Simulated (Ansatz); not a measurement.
**Run report: C$_{3}$H$_{11}$NO$_{3}$Ti, geometry relaxation (part 1 of 2)**

The run: geometry relaxation of C$_{3}$H$_{11}$NO$_{3}$Ti. Method and program: RKS PBE-D4/def2-SVP (Ansatz 0.2.0).

The geometry: force-field start.

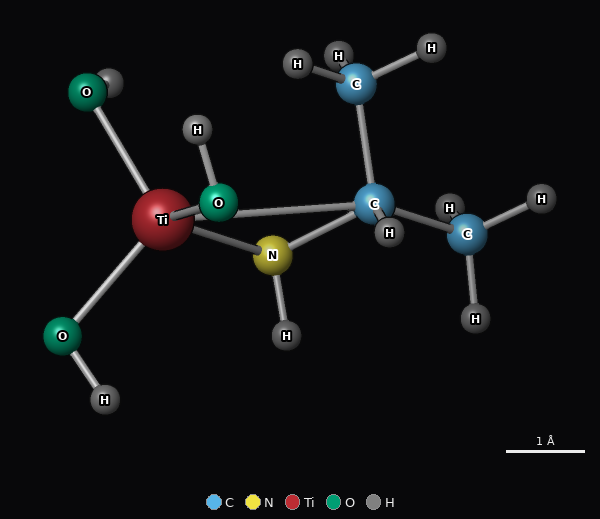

Figure 1. The starting structure (ball-and-stick view, seen at a tilt). Sticks mark near contacts.

### The input
```yaml
crystal:
  periodic: [false, false, false]
  atoms:
    - {symbol: C, position_ang: [-0.965900, -1.314500, 0.184200]}
    - {symbol: C, position_ang: [-0.821500, 0.013200, -0.632400]}
    - {symbol: C, position_ang: [-1.530200, -0.098900, -2.013100]}
    - {symbol: N, position_ang: [0.683400, 0.285700, -0.806800]}
    - {symbol: Ti, position_ang: [1.434800, 0.553100, 1.041600]}
    - {symbol: O, position_ang: [2.933900, 1.835100, 0.908000]}
    - {symbol: O, position_ang: [2.125200, -1.150400, 1.762300]}
    - {symbol: O, position_ang: [0.130800, 1.322000, 2.284000]}
    - {symbol: H, position_ang: [-2.093400, -1.467600, 0.337300]}
    - {symbol: H, position_ang: [-0.528600, -2.127000, -0.317600]}
    - {symbol: H, position_ang: [-0.580100, -1.160700, 1.203900]}
    - {symbol: H, position_ang: [-1.259700, 0.868500, -0.056700]}
    - {symbol: H, position_ang: [-2.632800, -0.269600, -1.889300]}
    - {symbol: H, position_ang: [-1.071900, -0.915300, -2.571900]}
    - {symbol: H, position_ang: [-1.381300, 0.832900, -2.560900]}
    - {symbol: H, position_ang: [0.728000, 1.220900, -1.285800]}
    - {symbol: H, position_ang: [2.565800, 2.629500, 0.434300]}
    - {symbol: H, position_ang: [2.147000, -1.720800, 0.977600]}
    - {symbol: H, position_ang: [0.074700, 0.659600, 3.057400]}
basis:
  gaussian: {orbitals: def2-SVP}
hamiltonian: {xc: pbe, dispersion: d4}
relax: {f_tol: 0.03, max_steps: 200}
```

Launch command:
```bash
ansatz run in.yaml --threads 4 --pin off --events-out ev --progress --plain --max-ram 41984MiB --backend cuda --devices 0, --max-vram 37GiB
```

### The program's output
```
Functional definition: PBE
  name "PBE"
  cite "Perdew, Burke & Ernzerhof, Phys. Rev. Lett. 77, 3865 (1996) doi:10.1103/PhysRevLett.77.3865"
  parent pbe
  parameter kappa = 0.804
  parameter beta = 0.06672455060314922
  exchange = pbe_x(kappa = kappa, mu = beta*pi^2/3)
  correlation = pbe_c(beta = beta)
2093 factors; their error is unknown
mean field evaluation 1: about -33976.5277 eV, gradient 1.3e2 eV
mean field evaluation 2: about -33330.2349 eV, gradient 4.7e2 eV
mean field evaluation 4: about -33817.8639 eV, gradient 3.5e2 eV
mean field evaluation 8: about -33988.7789 eV, gradient 8.8e1 eV
mean field evaluation 16: about -34011.1090 eV, gradient 1.0e-5 eV
mean field -34011.10895921 eV, -1249.8852006932 hartree, gradient 1.0e-5 eV, S^2 0.000000; 0 other end points of the search recorded, 0 dependent functions left out
the calculation of the forces begins
reference -34011.10905884 eV, -1249.8852043548 hartree; 41, 41 occupied and 143, 143 virtual orbitals, 2093 factors
relax step   1: F+E_penalty+E_count = -34011.56827238 eV  Δ(F+E_penalty+E_count) = +0.000e0 eV  max|allowed force component| = 2.875e0 eV/Å  Δτ_max = 0.0000 Å  (54 SCF iters, accepted)
these checks for a lower state are left out or cut short: starts, cluster_reference, orbital_swaps, neighbouring_geometries, increment
2093 factors; their error is unknown
mean field -34012.13606853 eV, -1249.9229462647 hartree, gradient 8.1e-6 eV, S^2 0.000000; 0 other end points of the search recorded, 0 dependent functions left out
[... from here on the field's lines of each further geometry are left out, up to the last ...]
relax step   2: F+E_penalty+E_count = -34012.60993557 eV  Δ(F+E_penalty+E_count) = -1.042e0 eV  max|allowed force component| = 1.817e0 eV/Å  Δτ_max = 0.1941 Å  (40 SCF iters, accepted)
relax step   3: F+E_penalty+E_count = -34012.84509111 eV  Δ(F+E_penalty+E_count) = -2.352e-1 eV  max|allowed force component| = 2.225e0 eV/Å  Δτ_max = 0.1683 Å  (40 SCF iters, accepted)
relax step   4: F+E_penalty+E_count = -34013.02742210 eV  Δ(F+E_penalty+E_count) = -1.823e-1 eV  max|allowed force component| = 1.473e0 eV/Å  Δτ_max = 0.2000 Å  (39 SCF iters, accepted)
relax step   5: F+E_penalty+E_count = -34013.06377989 eV  Δ(F+E_penalty+E_count) = -3.636e-2 eV  max|allowed force component| = 2.881e-1 eV/Å  Δτ_max = 0.2000 Å  (42 SCF iters, accepted)
relax step   6: F+E_penalty+E_count = -34013.08073804 eV  Δ(F+E_penalty+E_count) = -1.696e-2 eV  max|allowed force component| = 2.633e-1 eV/Å  Δτ_max = 0.0852 Å  (34 SCF iters, accepted)
relax step   7: F+E_penalty+E_count = -34013.09209771 eV  Δ(F+E_penalty+E_count) = -1.136e-2 eV  max|allowed force component| = 2.107e-1 eV/Å  Δτ_max = 0.2000 Å  (40 SCF iters, accepted)
relax step   8: F+E_penalty+E_count = -34013.10717757 eV  Δ(F+E_penalty+E_count) = -1.508e-2 eV  max|allowed force component| = 6.620e-2 eV/Å  Δτ_max = 0.2000 Å  (37 SCF iters, accepted)
relax step   9: F+E_penalty+E_count = -34013.11448207 eV  Δ(F+E_penalty+E_count) = -7.304e-3 eV  max|allowed force component| = 2.976e-1 eV/Å  Δτ_max = 0.1956 Å  (39 SCF iters, accepted)
relax step  10: F+E_penalty+E_count = -34013.12341587 eV  Δ(F+E_penalty+E_count) = -8.934e-3 eV  max|allowed force component| = 2.097e-1 eV/Å  Δτ_max = 0.0526 Å  (35 SCF iters, accepted)
relax step  11: F+E_penalty+E_count = -34013.13193531 eV  Δ(F+E_penalty+E_count) = -8.519e-3 eV  max|allowed force component| = 1.003e-1 eV/Å  Δτ_max = 0.1090 Å  (34 SCF iters, accepted)
relax step  12: F+E_penalty+E_count = -34013.13934594 eV  Δ(F+E_penalty+E_count) = -7.411e-3 eV  max|allowed force component| = 1.874e-1 eV/Å  Δτ_max = 0.1952 Å  (33 SCF iters, accepted)
relax step  13: F+E_penalty+E_count = -34013.14302497 eV  Δ(F+E_penalty+E_count) = -3.679e-3 eV  max|allowed force component| = 1.326e-1 eV/Å  Δτ_max = 0.0858 Å  (34 SCF iters, accepted)
relax step  14: F+E_penalty+E_count = -34013.14585328 eV  Δ(F+E_penalty+E_count) = -2.828e-3 eV  max|allowed force component| = 4.883e-2 eV/Å  Δτ_max = 0.0773 Å  (35 SCF iters, accepted)
relax step  15: F+E_penalty+E_count = -34013.14675065 eV  Δ(F+E_penalty+E_count) = -8.974e-4 eV  max|allowed force component| = 2.826e-2 eV/Å  Δτ_max = 0.0514 Å  (36 SCF iters, accepted)
the calculation of the forces begins
reference -34012.67055922 eV, -1249.9425884353 hartree; 41, 41 occupied and 143, 143 virtual orbitals, 2093 factors
relax step  16: F+E_penalty+E_count = -34013.14696905 eV  Δ(F+E_penalty+E_count) = -2.184e-4 eV  max|allowed force component| = 1.980e-2 eV/Å  Δτ_max = 0.0373 Å  (34 SCF iters, accepted)
```

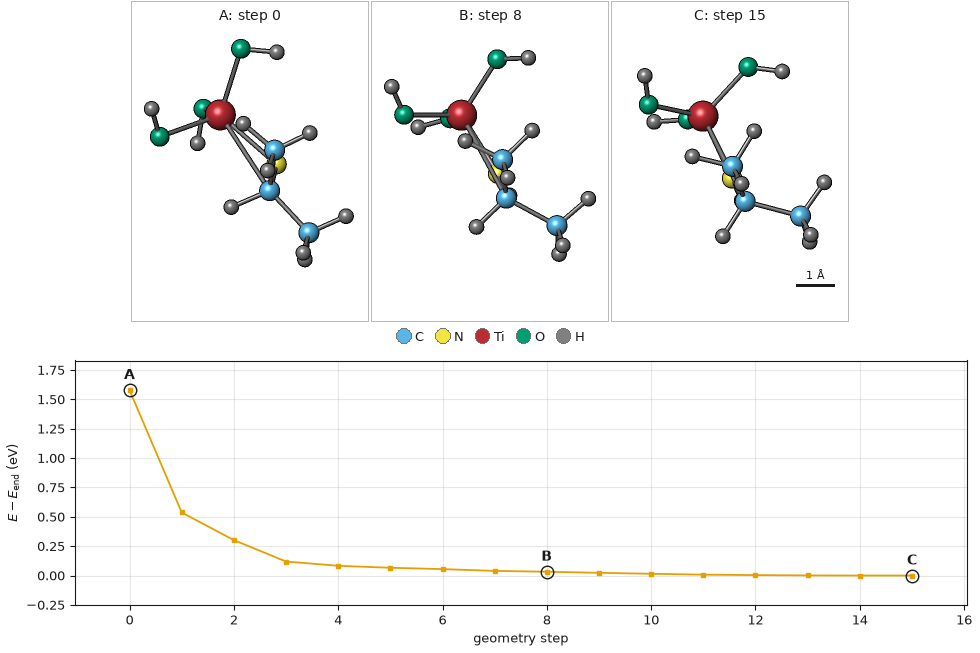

Figure 2. Frames of the relaxation (ball-and-stick view, seen at a tilt) above the curves, on which the letters mark them (the first geometry is step 0 here and step 1 in the log).

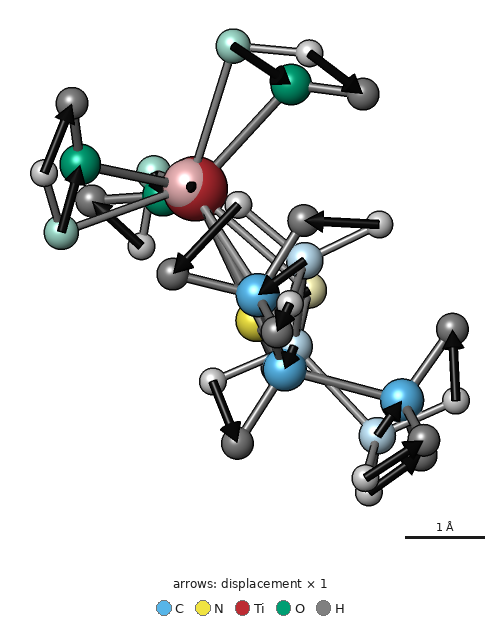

Figure 3. Start (faint) and end (solid) with the displacements as black arrows, at true length (ball-and-stick view, seen at a tilt). The two geometries are laid on each other by the best rigid fit. Over 15 geometry steps the energy falls by 1.579 eV. Largest force component: 2.9 eV/Å at the start, 0.02 eV/Å at the end. The atom that moves furthest after the best rigid fit is H11 (1.22 Å). By element the largest moves are H 1.22 Å, O 0.99 Å, N 0.78 Å, C 0.75 Å, Ti 0.12 Å. Among the contacts that change: C2–Ti5 2.861 → 3.068 Å, Ti5–O6 1.977 → 1.812 Å, Ti5–O7 1.974 → 1.818 Å, Ti5–O8 1.958 → 1.819 Å. Among the angles that change: Ti5–C2–H12 82.2° → 119.7°, C3–C2–Ti5 153.1° → 123.7°, C2–N4–Ti5 106.5° → 132.2°. (Atoms are counted from 1 in the order of the input.)

```
2093 factors; their error is unknown
mean field -34012.67046309 eV, -1249.9425849026 hartree, gradient 2.1e-5 eV, S^2 0.000000; 1 other end points of the search recorded, 0 dependent functions left out
the calculation of the forces begins
reference -34012.67055922 eV, -1249.9425884353 hartree; 41, 41 occupied and 143, 143 virtual orbitals, 2093 factors
Total energy: -34013.14706518 eV, -1249.9600997063 hartree
Atom 0 at    -1.413764    -0.817967     0.459177 Å, force     0.004464    -0.007721     0.013232 eV/Å
Atom 1 at    -1.099264     0.179594    -0.660702 Å, force    -0.003497     0.000717     0.001437 eV/Å
Atom 2 at    -1.148388    -0.495446    -2.039870 Å, force     0.000775    -0.009318    -0.006499 eV/Å
Atom 3 at     0.201521     0.798436    -0.436484 Å, force     0.004343     0.002410    -0.001480 eV/Å
Atom 4 at     1.485430     0.595936     0.938285 Å, force    -0.003114     0.005328     0.001992 eV/Å
Atom 5 at     2.690205     1.924332     0.682314 Å, force    -0.004978     0.019796     0.017199 eV/Å
Atom 6 at     2.292309    -1.023757     0.765539 Å, force    -0.001972    -0.005129    -0.003835 eV/Å
Atom 7 at     0.684317     0.673264     2.569987 Å, force     0.009008    -0.011917    -0.002694 eV/Å
Atom 8 at    -2.410746    -1.279428     0.313749 Å, force     0.004487     0.003471     0.001251 eV/Å
Atom 9 at    -0.655857    -1.632339     0.473673 Å, force    -0.010638     0.013313    -0.001655 eV/Å
Atom 10 at    -1.390490    -0.319667     1.448298 Å, force    -0.000787    -0.005200    -0.006184 eV/Å
Atom 11 at    -1.895950     0.966846    -0.641189 Å, force     0.008339    -0.012053    -0.000587 eV/Å
Atom 12 at    -2.145801    -0.939838    -2.238985 Å, force     0.004864     0.001036     0.001318 eV/Å
Atom 13 at    -0.386426    -1.301317    -2.100534 Å, force    -0.008922     0.011069     0.003770 eV/Å
Atom 14 at    -0.935531     0.232069    -2.850407 Å, force     0.000983     0.002284    -0.004668 eV/Å
Atom 15 at     0.457681     1.444325    -1.194772 Å, force    -0.001341     0.000285    -0.001097 eV/Å
Atom 16 at     2.787649     2.707284     1.253089 Å, force     0.002259    -0.019758    -0.015228 eV/Å
Atom 17 at     2.109027    -1.684275     0.076498 Å, force     0.001235     0.003359     0.003426 eV/Å
Atom 18 at     0.732277    -0.032351     3.238436 Å, force    -0.005506     0.008029     0.000302 eV/Å
Dipole moment:    -0.240740    -0.069747    -0.061895 e Å
```

### Trajectory as extended XYZ (Å, eV, eV/Å), 16 frames, from step=1 to step=16
```
19
Properties=species:S:1:pos:R:3:forces:R:3 step=1 energy=-34011.56827
C    -0.9659   -1.3145    0.1842   -2.6104   2.8748   0.7050
C    -0.8215    0.0132   -0.6324    0.7904  -0.6791  -0.2541
C    -1.5302   -0.0989   -2.0131   -0.0268   0.1345   1.2882
N     0.6834    0.2857   -0.8068   -0.9705   1.0723   1.6540
Ti    1.4348    0.5531    1.0416    1.5115   0.2071   1.0833
O     2.9339    1.8351    0.9080   -2.5187  -1.2997  -0.4118
O     2.1252   -1.1504    1.7623   -1.1033   2.7501  -0.8235
O     0.1308    1.3220    2.2840    1.4137  -2.2513  -0.4334
H    -2.0934   -1.4676    0.3373    1.0936  -0.1884  -0.2075
H    -0.5286   -2.1270   -0.3176    0.9141  -1.6668  -0.8907
H    -0.5801   -1.1607    1.2039    0.3405  -0.2640   0.2180
H    -1.2597    0.8685   -0.0567   -0.1502  -0.3171  -0.0267
H    -2.6328   -0.2696   -1.8893    0.4598   0.0106  -0.0490
H    -1.0719   -0.9153   -2.5719    0.1089  -0.4570  -0.4127
H    -1.3813    0.8329   -2.5609   -0.0170   0.4605  -0.4298
H     0.7280    1.2209   -1.2858    0.3254  -0.6373  -0.0261
H     2.5658    2.6295    0.4343    0.3799  -0.3922   0.4303
H     2.1470   -1.7208    0.9776    0.0746  -0.5354  -0.2848
H     0.0747    0.6596    3.0574   -0.0153   1.1785  -1.1286
19
Properties=species:S:1:pos:R:3:forces:R:3 step=2 energy=-34012.60994
C    -1.0263   -1.2864    0.2162   -0.8102   0.8834   0.0823
C    -0.8431    0.0185   -0.5948    0.6838  -0.1880  -0.1776
C    -1.4779   -0.0894   -1.9980   -0.0002   0.0043   0.6241
N     0.6418    0.3234   -0.6973   -0.8036   0.9575   0.3936
Ti    1.5089    0.5557    1.0228    0.2930   0.0762   0.2245
O     2.9068    1.7615    0.7992   -1.7552   1.3677  -0.4192
O     2.1178   -1.0668    1.6940   -0.3292   0.6223  -0.8305
O     0.1877    1.2441    2.1487    0.7293  -1.0187   0.3890
H    -2.1195   -1.5035    0.3476    0.3950  -0.0002  -0.1489
H    -0.5480   -2.1178   -0.3029    0.2716  -0.5226  -0.1787
H    -0.6214   -1.1779    1.2422    0.1450  -0.0829  -0.0400
H    -1.3538    0.8395   -0.0320    0.0385  -0.0514  -0.0498
H    -2.5697   -0.2839   -1.9027    0.1189  -0.0039  -0.0785
H    -1.0101   -0.9103   -2.5669    0.0515  -0.1362  -0.1379
H    -1.3481    0.8506   -2.5624    0.0170   0.1315  -0.1088
H     0.7712    1.1721   -1.3145    0.0131  -0.9044   0.3661
H     2.4970    2.6903    0.6054    1.0167  -1.8173   0.4774
H     2.0837   -1.7251    0.9614    0.0492  -0.0003   0.3929
H     0.1611    0.7011    2.9901   -0.1242   0.6831  -0.7799
19
Properties=species:S:1:pos:R:3:forces:R:3 step=3 energy=-34012.84509
C    -1.0669   -1.2911    0.2020   -0.0483   0.0754   0.0002
C    -0.8742    0.0160   -0.5780    0.5172  -0.0484  -0.0808
C    -1.4585   -0.0964   -1.9913   -0.0049   0.0441   0.0909
N     0.5781    0.3524   -0.6142   -0.4063   0.7905  -0.5520
Ti    1.5398    0.5881    1.0149   -0.1316   0.0314  -0.2522
O     2.8836    1.7644    0.7184   -0.7462   2.2249   0.0234
O     2.1560   -1.0028    1.6235   -0.1697  -1.0126  -0.8114
O     0.3053    1.2698    2.1693    0.0332  -0.2838   0.4373
H    -2.1433   -1.5403    0.2938    0.0006  -0.0197  -0.0121
H    -0.5536   -2.1298   -0.3145   -0.0002   0.0094   0.0195
H    -0.6616   -1.2085    1.2315    0.0180  -0.0146  -0.0084
H    -1.4225    0.8218   -0.0304   -0.0420  -0.0151  -0.0085
H    -2.5450   -0.3201   -1.9414    0.0357   0.0010  -0.0400
H    -0.9592   -0.9046   -2.5651    0.0142   0.0147   0.0101
H    -1.3381    0.8544   -2.5513    0.0059  -0.0101  -0.0131
H     0.7736    1.0741   -1.3599   -0.1126  -0.7943   0.6162
H     2.5268    2.7310    0.7660    0.9149  -1.9145  -0.0874
H     1.9708   -1.7429    0.9754    0.2545   0.6463   0.8345
H     0.2472    0.7601    3.0075   -0.1326   0.2753  -0.1661
19
Properties=species:S:1:pos:R:3:forces:R:3 step=4 energy=-34013.02742
C    -1.0867   -1.2513    0.2166   -0.0633  -0.1079  -0.0232
C    -0.9019    0.0355   -0.5896   -0.1362   0.1993  -0.0296
C    -1.4457   -0.1019   -2.0126   -0.0449  -0.1032  -0.0541
N     0.5031    0.4241   -0.5918   -0.0967  -0.5668   1.4732
Ti    1.5298    0.5959    1.0118   -0.0927   0.3150  -0.1888
O     2.7813    1.8730    0.6662   -0.0640  -0.3046  -0.0452
O     2.2332   -1.0200    1.4561    0.0598   0.0574   0.0376
O     0.3666    1.1473    2.3034    0.0832  -0.0932  -0.2025
H    -2.1593   -1.5171    0.3092   -0.0022  -0.0131   0.0022
H    -0.5571   -2.0892   -0.2829    0.0093  -0.0385   0.0221
H    -0.6780   -1.1438    1.2426   -0.0242   0.0212  -0.0082
H    -1.5091    0.8323   -0.0893   -0.0187  -0.0019   0.0680
H    -2.5298   -0.3394   -2.0015    0.0288  -0.0006  -0.0160
H    -0.9182   -0.9126   -2.5553    0.0240  -0.0295  -0.0467
H    -1.3139    0.8388   -2.5866   -0.0007   0.0098   0.0156
H     0.7736    0.9463   -1.3976    0.3457   0.6714  -1.0770
H     2.6936    2.8394    0.7462   -0.0401  -0.0797   0.0778
H     2.0175   -1.8825    1.0593    0.0121   0.0898  -0.0095
H     0.1592    0.7208    3.1518    0.0209  -0.0248   0.0044
```
